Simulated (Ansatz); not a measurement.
# Fields on a plane of Ca(CdAs)2 (space group P-3m1)

```
CELL_PARAMETERS angstrom
      4.40788     0.00000     0.00000
     -2.20394     3.81733     0.00000
      0.00000     0.00000     7.19731
ATOMIC_POSITIONS crystal
  Ca 0.00000 0.00000 0.00000
  Cd 0.33333 0.66667 0.63374
  Cd 0.66667 0.33333 0.36626
  As 0.33333 0.66667 0.23753
  As 0.66667 0.33333 0.76247
```

The slice is a (0001) plane (indices of the conventional cell) through the point (0.333, 0.667, 0.237) (fractional), spanned by u = [110] and v = [1 -1 0] in vectors of this cell: u (4.41 Å) and v (7.63 Å, at 90° to u). It covers one period; positions are fractions (u, v).

Atoms on it: As at (0.00, 0.00); As at (0.50, 0.50). Other atoms lie within 1 Å of the plane.

These are r2SCAN (plane waves to 500 eV, PAW, scalar-relativistic; Ansatz, a first-principles code) values and carry that method's errors. k mesh 9×9×5. Inside the PAW spheres the values are not all-electron values, and peaks at nuclei hang on which shells count as valence. Ca(CdAs)2 was relaxed with its symmetry unable to fall.

```
|987543222222234578|
|775433222222233457|
|554333233333233345|
|433332334443323333|
|332222334443322223|
|222222234443222222|
|111112233433221111|
|000111223332211100|
|000011222222211000|
|000011222322211000|
|000112233333221100|
|000122334443322100|
|001123345554332110|
|001223457775432210|
|111233578987533211|
|112234579997543221|
|222234578987543222|
|222233457775433222|
|333233345554333233|
|443323333433332334|
|443322223332222334|
|443222222222222234|
|433221111111112233|
|332211100000111223|
|222211000000011222|
|322211000000011222|
|333221100000112233|
|443322100000122334|
|554332110001123345|
|775432210001223457|
|987533211111233578|
|997543221112234579|
```
Scale: ten equal steps from -1.52 (start of '0') to 1.53 (end of '9'), in the order '0123456789'. Values: log₁₀ of the valence density in e/Å³. The map has 18 points along u (one character each, u = 0 at the left) and 32 along v (v = 0 in the bottom row). The scale is logarithmic, as a density can span decades between atoms and voids.

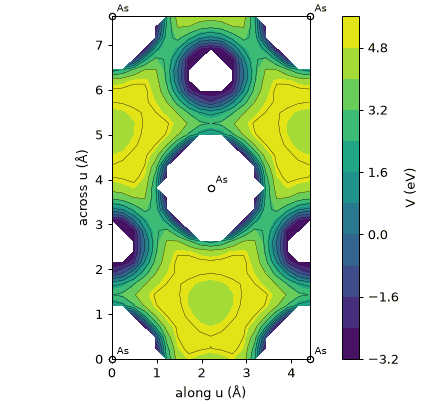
Fig. 1. Electrostatic potential energy of an electron, from the cell's mean, in eV, one period of the plane, atoms marked. Points within 1 Å of a nucleus are left white, as the pseudised field means little there. Values under -3 eV are set to -3. The zero, the cell's mean, hangs on the PAW cores.
